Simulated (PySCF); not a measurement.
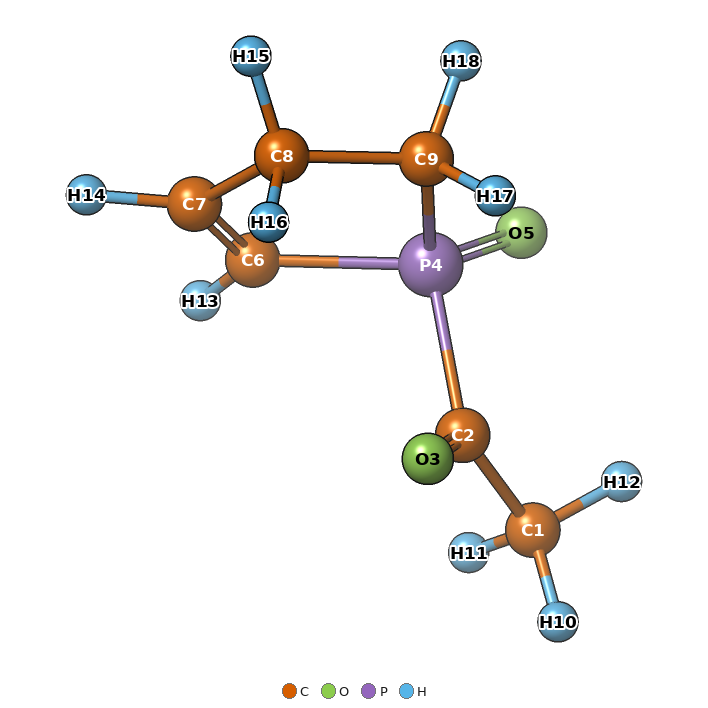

Depth is shown by fading: the farther an atom, the more it takes the colour of the background. Computed geometry: PBE0-D3(BJ)/def2-SVP optimisation. No frequency run is at hand to confirm it as a minimum.

Question: What is the conformation of the ring P4–C6–C7–C8–C9?

Answer: It is an envelope, with C9 as the flap. The Cremer–Pople amplitude Q is 0.18 Å.

Question: Give the torsion angles round the ring, beginning with the bond from its second to its third atom.

Answer: 1°, 11°, −16°, 15°, −9°.
